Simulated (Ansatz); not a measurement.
# Geometry relaxation, with input and output: Si2NH4BrCl2 (part 1 of 2)

Si2NH4BrCl2, computed with RKS PBE0-D4/def2-SVP (Ansatz 0.2.0).

It belongs to a series of runs on one base structure; here: end point B relaxed. Figures and captions count atoms from 1; the log counts them from 0 in places.

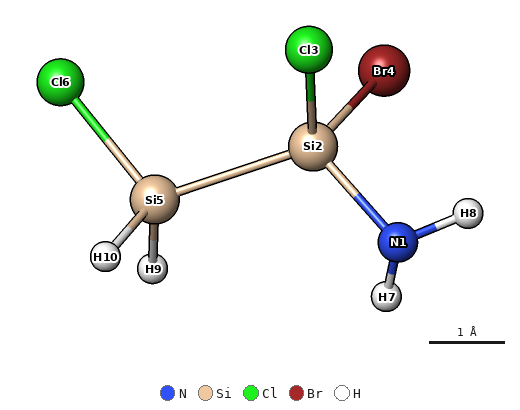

Fig. 1: The input geometry (ball-and-stick view, seen at a tilt; atoms are numbered from 1 in the order of the input). Bond lengths as drawn: Br–Si 2.14 Å, Cl–Si 2.06 to 2.07 Å, H–N 1.00 to 1.03 Å, H–Si 1.50 to 1.54 Å, N–Si 1.78 Å and Si–Si 2.31 Å.

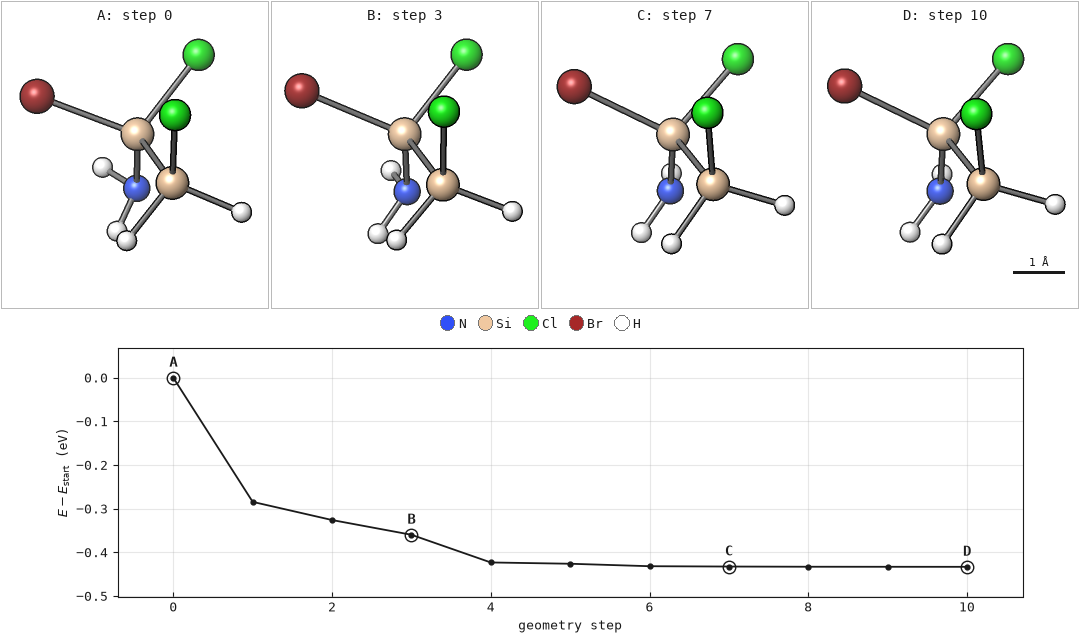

Fig. 2: Frames of the relaxation (ball-and-stick view, seen at an oblique angle) above the curves, on which the letters mark them (the first geometry is step 0 here and step 1 in the log).

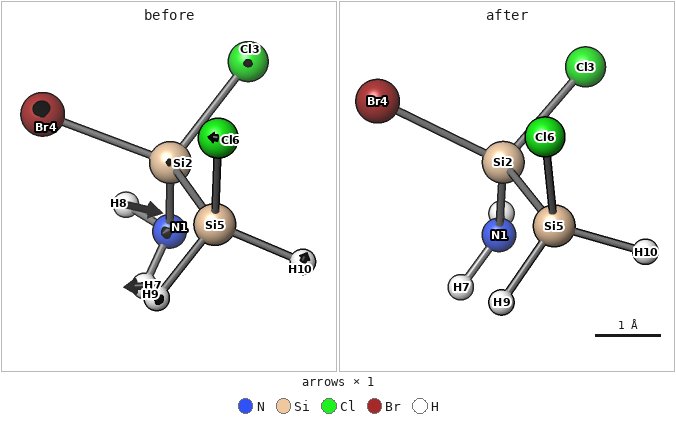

Fig. 3: Before (left) and after (right) the relaxation, at one scale (ball-and-stick view, seen at an oblique angle). The black arrows give the displacements, at true length. The energy falls by 0.433 eV in 10 geometry steps. The largest force component goes from 1.7 to 0.004 eV/Å. The largest move after the best rigid fit is that of H8, 0.62 Å. By element the largest moves are H 0.62 Å, Br 0.44 Å, N 0.21 Å, Cl 0.18 Å, Si 0.08 Å. Distances before and after: Si2–Br4 2.136 → 2.240 Å, N1–Si2 1.778 → 1.712 Å, Si5–H9 1.537 → 1.493 Å, Si2–Si5 2.306 → 2.336 Å. Among the angles that change: Si2–N1–H7 104.6° → 119.7°, Si2–N1–H8 105.4° → 119.2°, N1–Si2–Br4 105.0° → 114.7°. (Atoms are counted from 1 in the order of the input.)

The input and output of the run follow.

Input
```yaml
crystal:
  periodic: [false, false, false]
  atoms:
    - { symbol: "N", position_ang: [0.8484, -1.7584, -0.2112] }
    - { symbol: Si, position_ang: [-0.2319, -0.3818, -0.5266] }
    - { symbol: Cl, position_ang: [0.15543, 0.97842, 0.96459] }
    - { symbol: Br, position_ang: [0.47039, 0.46199, -2.3586] }
    - { symbol: Si, position_ang: [-2.48024, -0.88765, -0.61896] }
    - { symbol: Cl, position_ang: [-3.65383, 0.78762, -0.91361] }
    - { symbol: H, position_ang: [0.4961, -2.4911, -0.7858] }
    - { symbol: H, position_ang: [1.7653, -1.4797, -0.5923] }
    - { symbol: H, position_ang: [-2.84262, -1.8559, -1.75563] }
    - { symbol: H, position_ang: [-2.97654, -1.53258, 0.63838] }
basis:
  gaussian: { orbitals: def2-SVP }
hamiltonian:
  xc: pbe0
  dispersion: d4
relax:
  f_tol: 0.015
  max_steps: 40
```

Command:
```bash
ansatz run input.yaml --threads 2 --pin off --max-ram 3072MiB --backend cpu --events-out ev --progress --plain --runs-dir out
```

Log
```
The last accepted step is kept in [file] (removed where the run ends without a failure and the disk answers)
Engine: ansatz 0.2.0, aarch64-unknown-linux-gnu
Functional definition: PBE0
  parameter a = 0.25
  parameter kappa = 0.804
  parameter beta = 0.06672455060314922
  exchange = (1 - a)*pbe_x(kappa = kappa, mu = beta*pi^2/3) + a*exact_x
  correlation = pbe_c(beta = beta)
1398 factors; integrals over basis functions are off by at most 4.0e-4 eV
mean field evaluation 1: about -112354.4221 eV, gradient 5.0e1 eV
mean field evaluation 2: about -112344.5645 eV, gradient 7.8e1 eV
mean field evaluation 4: about -112359.4403 eV, gradient 2.2e0 eV
mean field evaluation 8: about -112359.4584 eV, gradient 1.8e-1 eV
mean field evaluation 16: about -112359.4585 eV, gradient 2.4e-5 eV
mean field -112359.45852681 eV, -4129.1339408840 hartree, gradient 2.4e-5 eV, S^2 0.000000; 0 other end points of the search recorded, 0 dependent functions left out
the calculation of the forces begins
reference -112359.45855518 eV, -4129.1339419264 hartree; 54, 54 occupied and 84, 84 virtual orbitals, 1398 factors
relax step   1: F+E_penalty+E_count = -112359.80961829 eV  Δ(F+E_penalty+E_count) = +0.000e0 eV  max|allowed force component| = 1.741e0 eV/Å  Δτ_max = 0.0000 Å  (27 SCF iters, accepted)
these checks for a lower state are left out or cut short: starts, cluster_reference, orbital_swaps, neighbouring_geometries, increment
1398 factors; integrals over basis functions are off by at most 3.7e-4 eV
mean field -112359.74278750 eV, -4129.1443872714 hartree, gradient 8.9e-6 eV, S^2 0.000000; 0 other end points of the search recorded, 0 dependent functions left out
the calculation of the forces begins
reference -112359.74281611 eV, -4129.1443883230 hartree; 54, 54 occupied and 84, 84 virtual orbitals, 1398 factors
relax step   2: F+E_penalty+E_count = -112360.09386255 eV  Δ(F+E_penalty+E_count) = -2.842e-1 eV  max|allowed force component| = 1.280e0 eV/Å  Δτ_max = 0.1901 Å  (30 SCF iters, accepted)
these checks for a lower state are left out or cut short: starts, cluster_reference, orbital_swaps, neighbouring_geometries, increment
1398 factors; integrals over basis functions are off by at most 3.5e-4 eV
mean field -112359.78347518 eV, -4129.1458825164 hartree, gradient 1.2e-5 eV, S^2 0.000000; 0 other end points of the search recorded, 0 dependent functions left out
the calculation of the forces begins
reference -112359.78350386 eV, -4129.1458835702 hartree; 54, 54 occupied and 84, 84 virtual orbitals, 1398 factors
relax step   3: F+E_penalty+E_count = -112360.13545626 eV  Δ(F+E_penalty+E_count) = -4.159e-2 eV  max|allowed force component| = 9.408e-1 eV/Å  Δτ_max = 0.0982 Å  (29 SCF iters, accepted)
these checks for a lower state are left out or cut short: starts, cluster_reference, orbital_swaps, neighbouring_geometries, increment
1398 factors; integrals over basis functions are off by at most 3.4e-4 eV
mean field evaluation 32: about -112359.6388 eV, gradient 7.1e0 eV
mean field -112359.81542206 eV, -4129.1470565422 hartree, gradient 1.5e-5 eV, S^2 0.000000; 0 other end points of the search recorded, 0 dependent functions left out
the calculation of the forces begins
reference -112359.81545075 eV, -4129.1470575967 hartree; 54, 54 occupied and 84, 84 virtual orbitals, 1398 factors
relax step   4: F+E_penalty+E_count = -112360.16920319 eV  Δ(F+E_penalty+E_count) = -3.375e-2 eV  max|allowed force component| = 1.259e0 eV/Å  Δτ_max = 0.1772 Å  (28 SCF iters, accepted)
these checks for a lower state are left out or cut short: starts, cluster_reference, orbital_swaps, neighbouring_geometries, increment
1398 factors; integrals over basis functions are off by at most 3.6e-4 eV
mean field -112359.87697399 eV, -4129.1493185343 hartree, gradient 1.2e-5 eV, S^2 0.000000; 0 other end points of the search recorded, 0 dependent functions left out
the calculation of the forces begins
reference -112359.87700240 eV, -4129.1493195782 hartree; 54, 54 occupied and 84, 84 virtual orbitals, 1398 factors
relax step   5: F+E_penalty+E_count = -112360.23261736 eV  Δ(F+E_penalty+E_count) = -6.341e-2 eV  max|allowed force component| = 2.179e-1 eV/Å  Δτ_max = 0.1798 Å  (29 SCF iters, accepted)
these checks for a lower state are left out or cut short: starts, cluster_reference, orbital_swaps, neighbouring_geometries, increment
1398 factors; integrals over basis functions are off by at most 3.6e-4 eV
mean field -112359.88027423 eV, -4129.1494398156 hartree, gradient 6.0e-5 eV, S^2 0.000000; 0 other end points of the search recorded, 0 dependent functions left out
the calculation of the forces begins
reference -112359.88030258 eV, -4129.1494408576 hartree; 54, 54 occupied and 84, 84 virtual orbitals, 1398 factors
relax step   6: F+E_penalty+E_count = -112360.23556401 eV  Δ(F+E_penalty+E_count) = -2.947e-3 eV  max|allowed force component| = 1.480e-1 eV/Å  Δτ_max = 0.0476 Å  (26 SCF iters, accepted)
these checks for a lower state are left out or cut short: starts, cluster_reference, orbital_swaps, neighbouring_geometries, increment
1399 factors; integrals over basis functions are off by at most 3.7e-4 eV
mean field -112359.88592814 eV, -4129.1496475929 hartree, gradient 6.3e-5 eV, S^2 0.000000; 0 other end points of the search recorded, 0 dependent functions left out
the calculation of the forces begins
reference -112359.88595654 eV, -4129.1496486369 hartree; 54, 54 occupied and 84, 84 virtual orbitals, 1399 factors
relax step   7: F+E_penalty+E_count = -112360.24121329 eV  Δ(F+E_penalty+E_count) = -5.649e-3 eV  max|allowed force component| = 2.925e-2 eV/Å  Δτ_max = 0.0529 Å  (25 SCF iters, accepted)
these checks for a lower state are left out or cut short: starts, cluster_reference, orbital_swaps, neighbouring_geometries, increment
1399 factors; integrals over basis functions are off by at most 3.7e-4 eV
mean field -112359.88698869 eV, -4129.1496865676 hartree, gradient 5.9e-5 eV, S^2 0.000000; 0 other end points of the search recorded, 0 dependent functions left out
the calculation of the forces begins
reference -112359.88701710 eV, -4129.1496876116 hartree; 54, 54 occupied and 84, 84 virtual orbitals, 1399 factors
relax step   8: F+E_penalty+E_count = -112360.24197897 eV  Δ(F+E_penalty+E_count) = -7.657e-4 eV  max|allowed force component| = 2.277e-2 eV/Å  Δτ_max = 0.0215 Å  (26 SCF iters, accepted)
these checks for a lower state are left out or cut short: starts, cluster_reference, orbital_swaps, neighbouring_geometries, increment
1399 factors; integrals over basis functions are off by at most 3.8e-4 eV
mean field evaluation 64: about -112359.8878 eV, gradient 2.0e-5 eV
mean field -112359.88778384 eV, -4129.1497157889 hartree, gradient 5.9e-5 eV, S^2 0.000000; 0 other end points of the search recorded, 0 dependent functions left out
the calculation of the forces begins
reference -112359.88781224 eV, -4129.1497168326 hartree; 54, 54 occupied and 84, 84 virtual orbitals, 1399 factors
relax step   9: F+E_penalty+E_count = -112360.24243270 eV  Δ(F+E_penalty+E_count) = -4.537e-4 eV  max|allowed force component| = 2.864e-2 eV/Å  Δτ_max = 0.0258 Å  (25 SCF iters, accepted)
these checks for a lower state are left out or cut short: starts, cluster_reference, orbital_swaps, neighbouring_geometries, increment
1399 factors; integrals over basis functions are off by at most 3.8e-4 eV
mean field -112359.88836002 eV, -4129.1497369628 hartree, gradient 6.0e-5 eV, S^2 0.000000; 0 other end points of the search recorded, 0 dependent functions left out
the calculation of the forces begins
reference -112359.88838840 eV, -4129.1497380058 hartree; 54, 54 occupied and 84, 84 virtual orbitals, 1399 factors
relax step  10: F+E_penalty+E_count = -112360.24253535 eV  Δ(F+E_penalty+E_count) = -1.026e-4 eV  max|allowed force component| = 1.787e-2 eV/Å  Δτ_max = 0.0191 Å  (26 SCF iters, accepted)
these checks for a lower state are left out or cut short: starts, cluster_reference, orbital_swaps, neighbouring_geometries, increment
1399 factors; integrals over basis functions are off by at most 3.8e-4 eV
mean field -112359.88841466 eV, -4129.1497389711 hartree, gradient 2.5e-5 eV, S^2 0.000000; 0 other end points of the search recorded, 0 dependent functions left out
the calculation of the forces begins
reference -112359.88844304 eV, -4129.1497400140 hartree; 54, 54 occupied and 84, 84 virtual orbitals, 1399 factors
```
